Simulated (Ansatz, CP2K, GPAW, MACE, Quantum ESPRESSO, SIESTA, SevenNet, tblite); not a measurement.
## tblite runs on Σ7 (111) twist boundary in CsBr (84 atoms)

How near does tblite come to plane waves for Σ7 (111) twist boundary in CsBr (84 atoms)?

Method: the method is named at each step, in tblite 0.8.0.

## (1) The structure

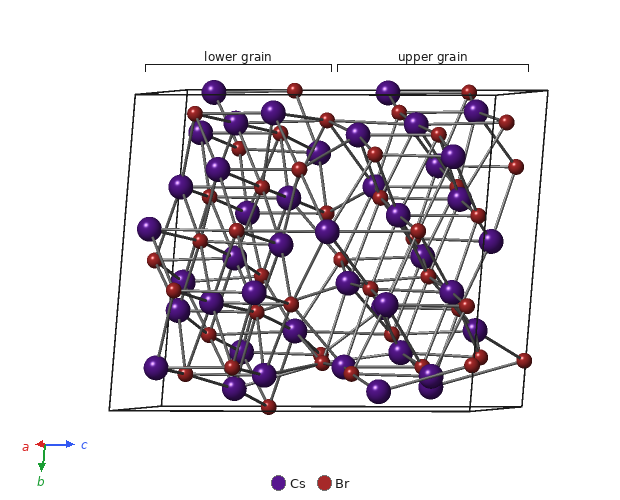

The starting structure, seen from the side, with the c axis across the page (caesium purple, bromine red). Some periodic images of atoms are drawn too.

The cell holds 84 atoms: 42 Cs and 42 Br. Its edges and angles: a = 16.052 Å, b = 16.052 Å, c = 16.126 Å, α = 90.0°, β = 90.0°, γ = 60.0°. It derives from CsBr (CsCl-type). CsCl-type CsBr (a = 4.29 Å); two grains turned against each other by 81.79 deg about [111]; 1 x 1 coincidence cells, 1 lattice periods a grain, two boundaries a cell, upper grain shifted by [0.246, 0] of the boundary cell and opened by 1.98 Å, no atom removed; minimised with a classical potential (one cell length free). Then every atom was moved at random, 0.03 Å r.m.s. a Cartesian component. Regions: lower grain, 42 atoms (21 Cs and 21 Br); upper grain, 42 atoms (21 Cs and 21 Br). The structure's axis is c.

The yardstick, on the same geometry:

- method: Kohn-Sham DFT, PBE, PAW, plane waves (Ansatz 0.2.0); cutoff 420 eV, Γ point, fermi-dirac smearing of 0.05 eV; PAW set soft_2
- r.m.s. force component: 0.1095 eV/Å
- longest force: 0.4964 eV/Å
- pressure: 0.9137 GPa
- gap (highest filled to lowest empty level): 3.583 eV
- SCF cycles: 6
- time: 24 s on 8 threads of Arm Neoverse V2, shared host
- CPU time: 3 min

## (2) IPEA1-xTB

Method: IPEA1-xTB tight binding, diagonalisation.

The input, run.py:

```python
import numpy as np
from ase.io import read
from tblite.ase import TBLite

atoms = read("structure.xyz")
atoms.calc = TBLite(method="IPEA1-xTB", electronic_temperature=580, accuracy=1.0, max_iterations=250, mixer_damping=0.1, verbosity=1)
energy = atoms.get_potential_energy()
forces = atoms.get_forces()
print(f"energy {energy:.6f} eV")
print("forces (eV/A)")
for i, (a, f) in enumerate(zip(atoms, forces)):
    print(f"{i:4d} {a.symbol:2s} {f[0]:10.5f} {f[1]:10.5f} {f[2]:10.5f}")
stress = -atoms.get_stress(voigt=False) * 160.21766
print("stress (GPa, compression positive)")
for row in stress:
    print(" ".join(f"{x:10.4f}" for x in row))
print("charges (e)")
print(np.array2string(atoms.get_charges(), precision=4, suppress_small=True, max_line_width=110, threshold=100000))
```

The input, structure.xyz:

```xyz
84
Lattice="16.05171 0.00000 0.00000 8.02586 13.90119 0.00000 0.00000 0.00000 16.12598" Properties=species:S:1:pos:R:3 pbc="T T T"
Cs 13.48569 9.59182 1.24235
Br 13.48464 9.66202 4.75668
Cs 12.48920 13.05683 3.61141
Br 13.16209 11.91276 7.65097
Cs 1.22531 0.09661 1.06641
Br 1.12394 0.01529 4.66557
Cs 17.94260 5.93720 0.60698
Br 18.25682 5.99266 4.55607
Cs 15.98197 3.31279 3.39081
Br 15.77506 3.31474 6.99948
Cs 19.36093 12.05761 1.11156
Br 19.38509 12.03273 4.52043
Cs 17.11514 9.18785 3.26309
Br 17.35511 9.26792 6.86757
Cs 14.94198 6.66020 6.05595
Br 14.80385 6.50103 2.42293
Cs 15.93887 12.42044 5.44913
Br 15.86022 12.37456 1.91722
Cs 6.59934 1.81021 1.25009
Br 6.57960 1.83301 4.81102
Cs 7.67392 8.41092 0.62730
Br 7.81967 8.13261 4.16582
Cs 5.41641 5.38268 3.17375
Br 5.38696 5.38365 6.71002
Cs 3.15023 2.74229 6.03225
Br 3.31990 2.56296 2.50098
Cs 6.74533 11.51144 3.10651
Br 6.77896 11.63252 6.65035
Cs 20.70823 8.70395 5.69312
Br 20.47653 8.61651 2.06961
Cs 12.27057 4.14144 1.18687
Br 12.21840 4.15701 4.81361
Cs 10.13954 1.33674 3.34001
Br 10.04917 1.20940 7.40602
Cs 11.14254 7.29409 3.43483
Br 8.99321 7.38473 7.88448
Cs 8.76672 4.66760 5.50751
Br 8.78462 4.62632 1.97043
Cs 10.06419 10.53585 5.97258
Br 10.24300 10.72046 2.14637
Cs 13.51225 0.83477 5.50476
Br 13.61947 0.88092 2.01978
Cs 2.71563 0.08674 9.07006
Br 2.80857 0.06005 12.71001
Cs 13.35101 1.80854 9.27631
Br 13.37348 1.79437 12.88772
Cs 7.72023 4.17091 9.20890
Br 7.71630 4.17578 12.89127
Cs 9.94355 1.39040 11.38188
Br 9.95535 1.28739 15.42531
Cs 18.06604 6.03256 8.58531
Br 17.88426 6.00045 12.62116
Cs 4.01887 3.29180 11.49057
Br 4.23500 3.33059 15.01813
Cs 6.51001 0.86618 13.56388
Br 6.32036 0.90942 10.09277
[... 24 atom lines left out ...]
Cs 9.95046 10.50485 14.01428
Br 9.75455 10.68320 10.26564
Cs 20.10373 12.39972 13.52244
Br 20.24129 12.29463 9.98118
```

Launch:

```
$ OMP_NUM_THREADS=1 python run.py > output.txt
```

What it wrote:

```text
------------------------------------------------------------
  cycle        total energy    energy error   density error
------------------------------------------------------------
      1     -178.4630275178  -1.7828657E+02   5.8846274E-01
      2     -180.3585485274  -1.8955210E+00   5.1826159E-01
      3     -175.5857650705   4.7727835E+00   2.9847935E-01
      4     -173.9356601679   1.6501049E+00   3.8877824E-01
      5     -181.3750619682  -7.4394018E+00   7.8082082E-02
      6     -181.3384855141   3.6576454E-02   7.7807313E-02
      7     -181.3384862156  -7.0142511E-07   7.6068230E-02
      8     -181.4210304323  -8.2544217E-02   6.5619869E-02
      9     -181.4103429583   1.0687474E-02   6.5477668E-02
     10     -181.3874260876   2.2916871E-02   6.7203756E-02
     11     -181.5062174667  -1.1879138E-01   5.4182743E-02
     12     -181.5058002520   4.1721474E-04   5.4270191E-02
     13     -181.5131145337  -7.3142817E-03   5.3444896E-02
     14     -181.6113726354  -9.8258102E-02   3.9074786E-02
     15     -181.6129954256  -1.6227901E-03   3.8877060E-02
     16     -181.6142607854  -1.2653598E-03   3.8676235E-02
     17     -181.6700669989  -5.5806214E-02   2.8828072E-02
     18     -181.6585262619   1.1540737E-02   3.1379994E-02
     19     -181.6495771194   8.9491425E-03   3.3564157E-02
     20     -181.6987161018  -4.9138982E-02   1.9833730E-02
     21     -181.7127791338  -1.4063032E-02   1.4217335E-02
     22     -181.7226561497  -9.8770159E-03   7.0272716E-03
     23     -181.7236633780  -1.0072283E-03   5.7547872E-03
     24     -181.7246437291  -9.8035112E-04   4.4146848E-03
[...]
32     -181.7257839757  -1.9100189E-06   2.6116926E-04
     33     -181.7257854401  -1.4644287E-06   2.0686116E-04
     34     -181.7257865844  -1.1442958E-06   1.4498882E-04
     35     -181.7257871423  -5.5791278E-07   1.0278875E-04
     36     -181.7257875906  -4.4829886E-07   5.4457097E-05
     37     -181.7257877225  -1.3189231E-07   2.9201348E-05
     38     -181.7257877487  -2.6194101E-08   2.0640227E-05
     39     -181.7257877652  -1.6497381E-08   1.3151420E-05
------------------------------------------------------------
 total:                                   4.120 sec
energy -4945.010561 eV
forces (eV/A)
   0 Cs    0.17145    0.22188   -0.32517
   1 Br    0.07369   -0.00576    0.06435
   2 Cs   -0.25532    0.03634    0.00382
   3 Br   -0.00090   -0.00454   -0.10556
   4 Cs    0.17503   -0.00235   -0.29949
   5 Br   -0.04096    0.02508    0.05634
   6 Cs    0.04533   -0.00522   -0.08219
   7 Br   -0.05758    0.01400    0.01764
   8 Cs   -0.12453    0.19705   -0.04398
   9 Br    0.03157    0.03141   -0.01071
  10 Cs   -0.34591   -0.16298    0.37822
  11 Br   -0.01609   -0.07813    0.02100
  12 Cs    0.09496   -0.10899   -0.05102
  13 Br   -0.01560    0.01917    0.03805
  14 Cs   -0.14635   -0.08366   -0.18402
  15 Br   -0.07253    0.02195    0.05761
  16 Cs    0.07765    0.18766   -0.54287
  17 Br   -0.00949    0.04512    0.04827
  18 Cs    0.05780    0.15013    0.08194
  19 Br    0.02593    0.09140   -0.02326
  20 Cs    0.05401   -0.31564   -0.06562
  21 Br   -0.01967   -0.03862    0.01063
  22 Cs    0.00218   -0.06313   -0.10659
  23 Br   -0.02160    0.04236    0.07603
[...]
76 Cs    0.10530   -0.06466    0.04398
  77 Br    0.01416    0.01017   -0.08448
  78 Cs    0.27529    0.09460   -0.03672
  79 Br   -0.01918    0.01196   -0.15121
  80 Cs    0.22100    0.11016    0.15275
  81 Br    0.07712   -0.04407   -0.10901
  82 Cs   -0.07708    0.25319   -0.31693
  83 Br   -0.02598    0.12237    0.03998
stress (GPa, compression positive)
    0.8893    -0.0023    -0.0269
   -0.0023     0.7451    -0.0571
   -0.0269    -0.0571     1.3701
charges (e)
[ 0.3183 -0.3255  0.33   -0.3257  0.3048 -0.3258  0.3128 -0.3251  0.3284 -0.3273  0.3386 -0.3307  0.3298
 -0.3249  0.3346 -0.3278  0.3476 -0.3318  0.3298 -0.333   0.316  -0.3244  0.3237 -0.3255  0.3276 -0.3263
  0.3383 -0.325   0.3269 -0.3222  0.3311 -0.3339  0.309  -0.3244  0.3236 -0.3256  0.3313 -0.3305  0.3291
 -0.3308  0.3461 -0.3322  0.3048 -0.3271  0.332  -0.3341  0.3291 -0.3329  0.3097 -0.3223  0.3143 -0.3241
  0.3273 -0.3272  0.3438 -0.3312  0.3182 -0.3255  0.3246 -0.3253  0.322  -0.3252  0.3218 -0.3272  0.3258
 -0.3251  0.3349 -0.3323  0.3403 -0.3275  0.328  -0.3222  0.3289 -0.3281  0.3383 -0.3249  0.3292 -0.323
  0.3295 -0.3268  0.3298 -0.3317  0.3455 -0.3331]
```

It took 4.6 s on 1 thread of Arm Neoverse V2, shared host; peak memory 0.2 GiB.

Banners, paths, timers and routine set-up lines are dropped from the logs unmarked, and long logs keep their key lines alone; longer cuts are marked.

Against the reference:

```
r.m.s. force component                  : 0.1465 eV/Å
r.m.s. difference of force components   : 154.2 meV/Å
longest difference of force vectors     : 853.1 meV/Å
force difference over r.m.s. force      : 140.8 %
slope of forces against the reference's : 0.4029
correlation of force components         : 0.3012
pressure                                : 1.002 GPa
pressure difference                     : 0.0878 GPa
```

Length of the force difference by element (eV/Å):

```csv
element,atoms,mean,most
Br,42,0.16,0.27
Cs,42,0.30,0.85
```

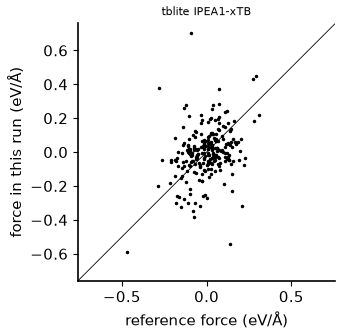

Force components against those of the reference; the line marks equality.

A closer look about Br6, picked at random: 9 atoms, nearest first, numbered in the order of the input, with positions taken from that point.

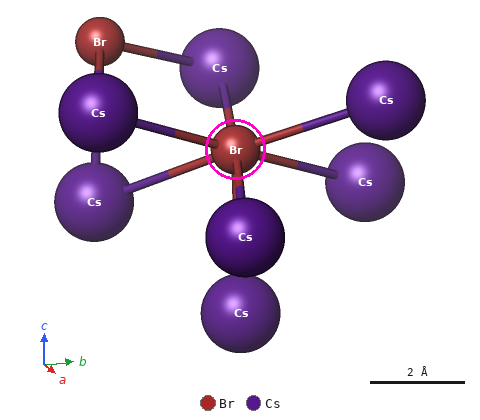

The atoms of the table, within 3.8 Å (arrows a, b, c point along x, y, z); some may hide others; the central atom is ringed.

| atom | x | y | z | distance (Å) | bonds | Mulliken charge (e) | Fx | Fy | Fz (eV/Å) |
| --- | --- | --- | --- | --- | --- | --- | --- | --- | --- |
| Br6 | 0.00 | 0.00 | 0.00 | 0.00 | 7 | -0.33 | -0.041 | 0.025 | 0.056 |
| Cs5 | 0.10 | 0.08 | -3.60 | 3.60 | 5 | 0.30 | 0.175 | -0.002 | -0.299 |
| Cs3 | 3.34 | -0.86 | -1.05 | 3.61 | 7 | 0.33 | -0.255 | 0.036 | 0.004 |
| Cs25 | 2.03 | 2.73 | 1.37 | 3.66 | 6 | 0.33 | 0.183 | 0.065 | -0.083 |
| Cs9 | -1.19 | 3.30 | -1.27 | 3.73 | 7 | 0.33 | -0.125 | 0.197 | -0.044 |
| Cs39 | 0.91 | -3.38 | 1.31 | 3.74 | 8 | 0.33 | -0.199 | 0.063 | 0.109 |
| Cs27 | -2.40 | -2.41 | -1.56 | 3.74 | 8 | 0.34 | 0.109 | -0.139 | 0.446 |
| Br28 | -2.37 | -2.28 | 1.98 | 3.84 | 5 | -0.33 | -0.017 | 0.031 | 0.057 |
| Cs41 | -3.66 | 0.82 | 0.84 | 3.85 | 7 | 0.35 | 0.063 | -0.261 | -0.074 |

Atoms are counted from 1 here, from 0 in the log.

Forces lie 141 % from the reference's, at 0.025 times its CPU time (on 1 against 8 cores).

Further runs of this program without a result: tblite GFN2-xTB (not converged).

## (3) Outcome

```yaml
force_difference_from_the_reference: tblite IPEA1-xTB, 141 %
its_cpu_time: 4.6 s
```

In words: Tight binding differs by 141 % (tblite IPEA1-xTB); it is another model, with fitted parameters of its own, and the xTB methods hold dispersion. IPEA1-xTB was fitted to ionisation energies and electron affinities, not to forces or charges. One electronic-structure run takes under half the reference's CPU time: tblite IPEA1-xTB, at 141 % in 4.6 s against 3 min, too far off to be of use. Periodic xTB results under one method name differ between programs and library versions. The host structure and its lattice constant were typed by rule, without a check against the phase diagram. The electronic-structure runs sample only Γ, in a cell whose shortest periodic width is 14 Å. Spin–orbit coupling is left out, which matters for the levels of the heavy elements.

[Also dropped from logs without a mark: logging warnings of Python, and SIESTA's first energy breakdown and zero terms.]

[Logs are printed without paths, hosts, clocks, repeated set-up lines and the standing remarks that a program may print on its own settings, such as how far it seeks lower states.]

[Hosts, paths, dates, database ids (printed as entryN), source tags and the programs' standing remarks are cut or masked in the printed files.]
